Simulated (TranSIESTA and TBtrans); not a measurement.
Junction: Ge chain with one S atom in place of Ge. Leads: straight Ge chain, spacing 2.4 Å. Geometry: 3 atoms about the centre moved by SIESTA (PBE, DZP) to a largest force of 0.03 eV/Å, all others as built, motion along the axis alone.

Method: TranSIESTA and TBtrans, PBE, DZP numerical orbitals (energy shift 0.15 eV), PseudoDojo norm-conserving scalar-relativistic potentials, mesh cutoff 200 Ry, 300 K, no spin polarisation, no spin-orbit coupling; self-consistent non-equilibrium Green functions.

Energies count from the leads' Fermi level. Transmissions are for one spin of a degenerate pair. The energy step is 0.01 eV; narrower resonances are cut or missed.

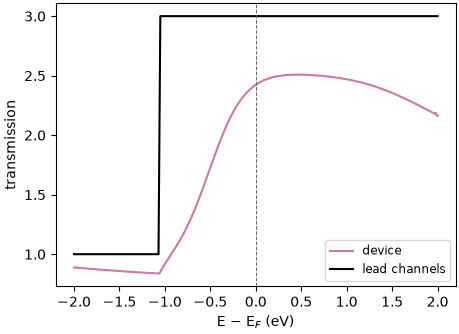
Figure. Transmission against energy

| E (eV) | T | lead channels |
|---|---|---|
| -2.00 | 0.89 | 1 |
| -1.80 | 0.88 | 1 |
| -1.60 | 0.86 | 1 |
| -1.40 | 0.85 | 1 |
| -1.20 | 0.84 | 1 |
| -1.00 | 0.92 | 3 |
| -0.80 | 1.16 | 3 |
| -0.60 | 1.52 | 3 |
| -0.40 | 1.94 | 3 |
| -0.20 | 2.26 | 3 |
| 0.00 | 2.42 | 3 |
| 0.20 | 2.49 | 3 |
| 0.40 | 2.51 | 3 |
| 0.60 | 2.51 | 3 |
| 0.80 | 2.49 | 3 |
| 1.00 | 2.47 | 3 |
| 1.20 | 2.43 | 3 |
| 1.40 | 2.39 | 3 |
| 1.60 | 2.32 | 3 |
| 1.80 | 2.25 | 3 |
| 2.00 | 2.16 | 3 |

The straight chain is held at its spacing; free chains may zigzag or dimerise. No spin-polarised start was tried, so a magnetic state, if there is one, is missed.
